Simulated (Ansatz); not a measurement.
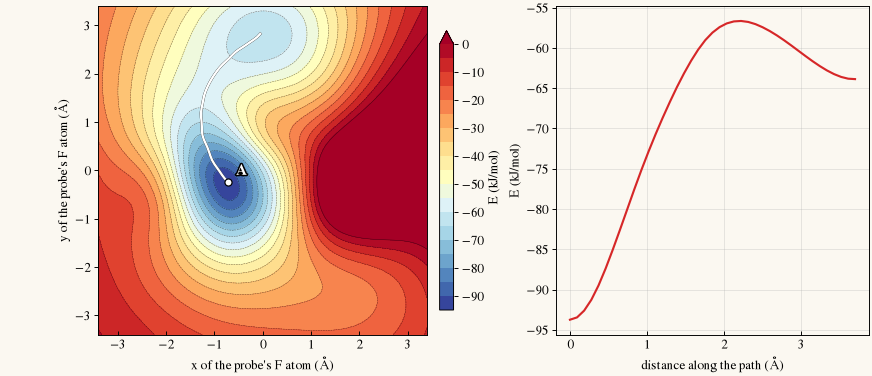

CH₂BFN₂ (SMILES N=C1NB1F) with the probe F-. The probe is moved over a plane parallel to the molecule's main plane, 2.30 Å above it. The first coordinate is: x of the probe's F atom; the second: y of the probe's F atom. Nothing is relaxed (molecule and probe rigid). Grid: 11 × 11 points. Points are written as (first, second). All energies are given in kJ/mol relative to molecule and probe far apart, each relaxed in its own basis (no counterpoise correction). All numbers below come from Ansatz, RKS PBE0-D4/def2-SVPD.

Drawn: filled contours, a line along the lowest path, one colour for all values above the top of the scale, the energy along the path at the right, the start A. Between grid points the surface is interpolated.

Question: Describe the path and its barrier.

Answer: The easiest path leads from the well at about (−0.72 Å, −0.24 Å) to the well at (0.00 Å, 2.72 Å) [nearest 1 H at 2.41 Å], about 30 kJ/mol higher. Its highest point lies about 37 kJ/mol above the bottom of the first well on the interpolated surface, at about (−1.10 Å, 1.81 Å). Seen from the upper well the barrier is about 7.2 kJ/mol. This is the barrier on the constrained surface; relaxing the other coordinates would change it.
